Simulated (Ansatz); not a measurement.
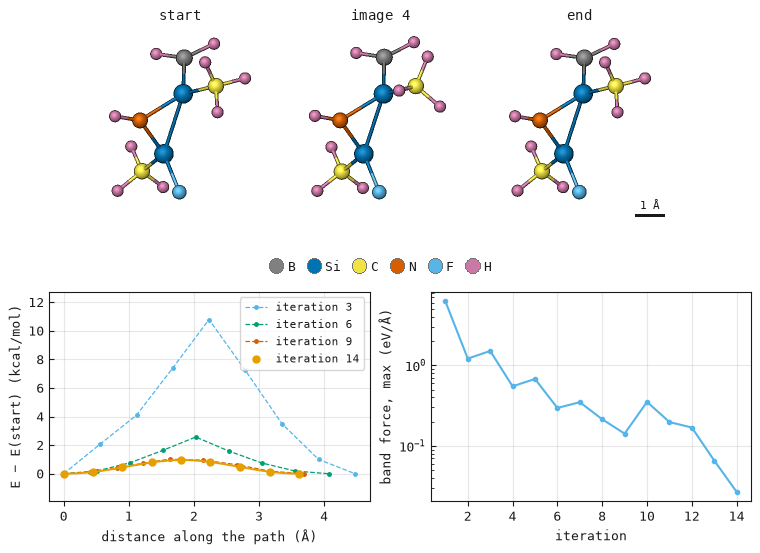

A search for the minimum-energy path of C$_{2}$H$_{9}$BFNSi$_{2}$ by the nudged elastic band. Images are numbered from 0 (start) to 8 (end). The plot follows the band through its iterations. The picture is a ball-and-stick view, seen from a free direction.

Computed with RKS PBE0-D4/6-31G* in Ansatz. Set-up: 7 movable images; climbing image; force threshold 0.05 eV/Å; iteration limit 31; starting path through a guess of the saddle point.

> Judge this run.

The result is final at these settings. The band converged in 14 iterations. The largest component of the band force went from 6.2 to 0.027 eV/Å. The climbing image converged on the top of the path. Its vibrational analysis gives one imaginary mode (129i cm⁻¹), as a transition state must have. The first iteration put the highest image at 42.83 kcal/mol. The two ends have the same energy, and the highest point, image 4, lies 0.96 kcal/mol above the start.

Cost: 9.6 min on 2 threads of Arm Neoverse V1, with other jobs on the host, peak memory 0.43 GiB.
